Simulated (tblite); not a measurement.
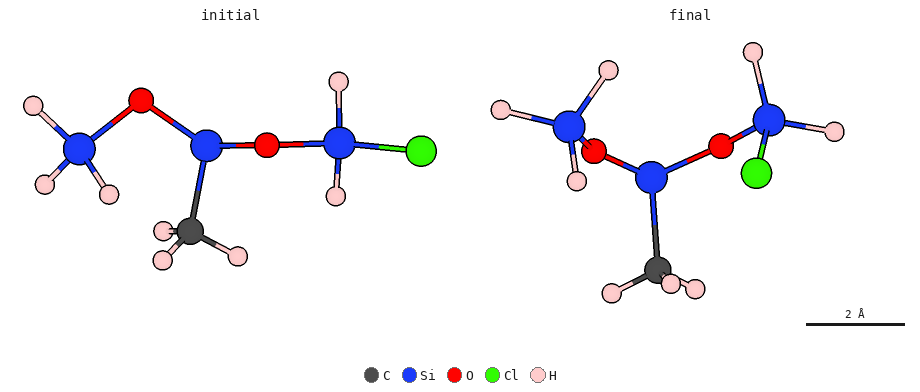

The structure of CH₈ClO₂Si₃ (multiplicity 2) before (left) and after (right) a relaxation, at one scale.

A ball-and-stick model, seen at a tilt.

Computed with GFN2-xTB geometry optimisation, gas phase in tblite. 

### Summarise the run.

After 204 geometry steps the energy has fallen by 156.0 kJ/mol. The largest move after the best rigid fit is that of the Cl atom, 2.67 Å. Largest moves by element: Cl 2.67 Å, H 2.46 Å, O 1.82 Å, Si 1.30 Å, C 0.95 Å. Some distances before and after: Si–Si 2.736 → 3.149 Å, Si–Si 2.777 → 3.144 Å, O–Si 1.728 → 1.611 Å, O–Si 1.740 → 1.639 Å. Bond angles that change, for instance: Si–O–Si 104.1° → 151.3°, Si–O–Si 110.6° → 150.7°, O–Si–H 113.9° → 102.6°. Groups turn about O–Si by about 150°, O–Si by about 105°, O–Si by about 65°.
